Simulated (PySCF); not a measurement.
C3H11FGeSi, SMILES [CH3][Ge]([CH3])([SiH2]F)[CH3] at its GFN2-xTB optimised geometry (Å):

```
17

Si    -1.2256    -1.9192     1.8225
F     -1.1513    -0.9663     3.1229
Ge    -0.3521    -0.7140     0.0000
C     -0.9369    -1.5237    -1.7192
C     -0.9486     1.1847     0.0000
C      1.6383    -0.7140     0.0000
H     -2.6443    -2.2479     1.7354
H     -0.4547    -3.0898     2.2272
H     -0.5995    -2.5533    -1.8034
H     -0.5297    -0.9702    -2.5609
H     -2.0198    -1.5189    -1.8098
H     -0.5095     1.7262    -0.8341
H     -0.6531     1.6835     0.9190
H     -2.0298     1.2544    -0.0852
H      2.0298    -1.7262    -0.0583
H      2.0223    -0.1569    -0.8507
H      2.0288    -0.2556     0.9046
```

Level of theory: PySCF with B3LYP/def2-SVP.

Map of the log10 of the electron density (e/bohr³), floored at −4 on the plane z = 1.2 Å:

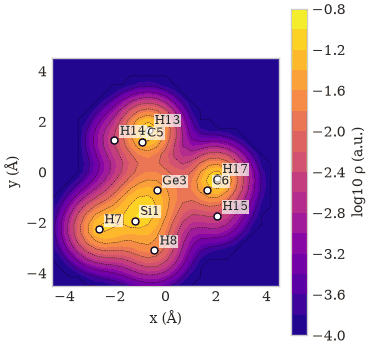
*Log10 of the electron density (e/bohr³), floored at −4 on the plane z = 1.2 Å.*
